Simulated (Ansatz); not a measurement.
Input file:

```
crystal:
  periodic: [false, false, false]
  atoms:
    - { symbol: "N", position_ang: [0.813, 1.3601, 0.948] }
    - { symbol: Si, position_ang: [0.6256, -0.1314, 0.2353] }
    - { symbol: Cl, position_ang: [1.4601, -1.5586, 1.3657] }
    - { symbol: Si, position_ang: [-0.5246, -0.6683, -1.5416] }
    - { symbol: S, position_ang: [-1.4909, -0.3843, 0.3694] }
    - { symbol: H, position_ang: [-0.1885, 1.7394, 1.1185] }
    - { symbol: H, position_ang: [1.2001, 1.2933, 1.8662] }
    - { symbol: H, position_ang: [-1.0487, 0.3884, -2.4794] }
    - { symbol: H, position_ang: [-0.7575, -2.0849, -1.8991] }
basis:
  gaussian: { orbitals: def2-SVP }
hamiltonian:
  xc: pbe0
  dispersion: d4
relax:
  f_tol: 0.015
  max_steps: 40
output:
  orbitals: {}
```

Launched as:

```sh
ansatz run input.yaml --threads 2 --pin off --max-ram 3072MiB --backend cpu --events-out ev --progress --plain --runs-dir out
```

The fields are those of the run's last geometry, not of the input's.

Level of theory: RKS PBE0-D4/def2-SVP in Ansatz.

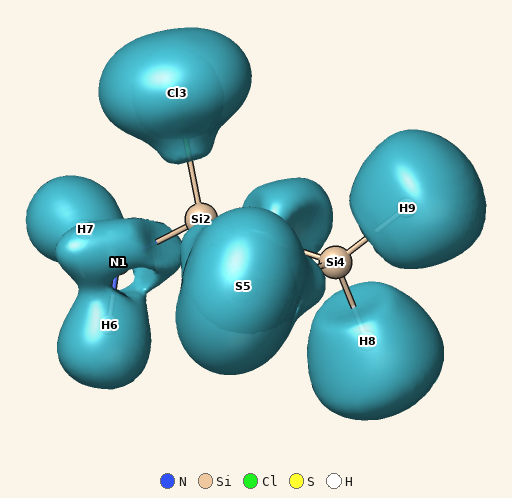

ClH4NSSi2 (SMILES N[Si]1(Cl)[SiH2]S1). Isosurface of the electron localisation function at 0.8 (cyan), seen at an oblique angle. Core shells and regions of very low density are left out.

> What do the ELF domains correspond to?

The surface consists of two regions around hydrogen nuclei, one region on Cl in which the atom's valence shell and bonds are merged, one region on S in which the atom's valence shell and bonds are merged, one region on Si in which the atom's valence shell and bonds are merged and one joined region spread over several atoms (H, N), in which their bonds and any lone pairs are merged. Along the contacts the grid gives the following. Si–N (1.70 Å): the ELF peaks at about 0.90 between the atoms (a shared but strongly polarised pair). Si–Cl (2.07 Å): the ELF peaks at about 0.90 between the atoms (a shared but strongly polarised pair).
